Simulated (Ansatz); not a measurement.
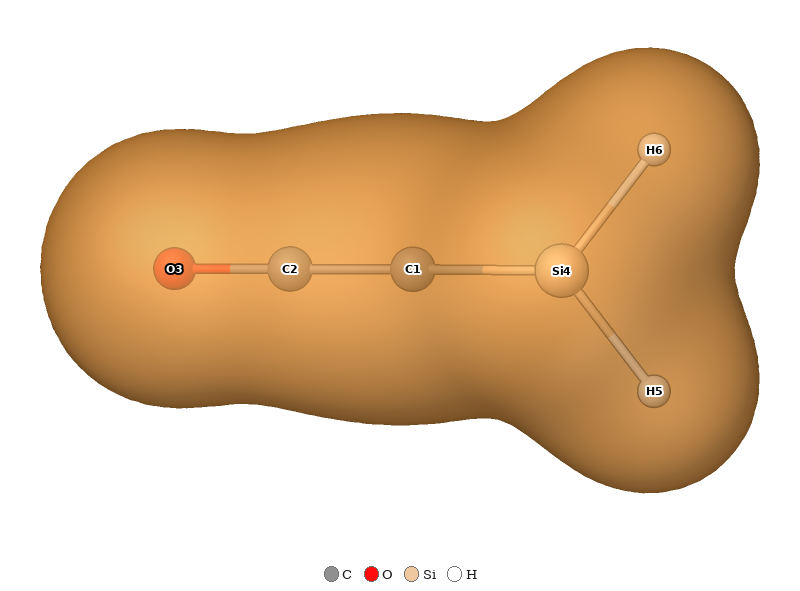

Figure 1: C2H2OSi (charge −1, doublet). Isosurface of the electron density at 0.05 e/Å³ (orange), seen at a tilt.

Geometry: r2SCAN-D4/def2-SVPD.

Level of theory: Ansatz 0.2.0, isolated molecule in a Gaussian basis; Kohn-Sham density functional theory, functional PBE0.

```csv
atom,x (Å),y (Å),z (Å)
C,-0.6876,-1.1011,-0.7376
C,-1.0570,-1.9280,0.1558
O,-1.3782,-2.6966,1.0348
Si,-0.5086,-0.1880,-2.2267
H,-0.7797,1.3011,-2.0890
H,0.8846,-0.2370,-2.8320
```

How is the density connected at this value?

Answer. At this value the surface is in one piece. It bridges the sampled C–O (1.21 Å), C–C (1.27 Å), C–Si (1.76 Å) and Si–H (1.52 Å) contacts, where the density stays above the isovalue. On the grid the lowest density along these lines, outside the cores, is 2.8 e/Å³ (C–O, 1.21 Å), 2.4 e/Å³ (C–C, 1.27 Å), 0.89 e/Å³ (C–Si, 1.76 Å) and 0.73 e/Å³ (Si–H, 1.52 Å).
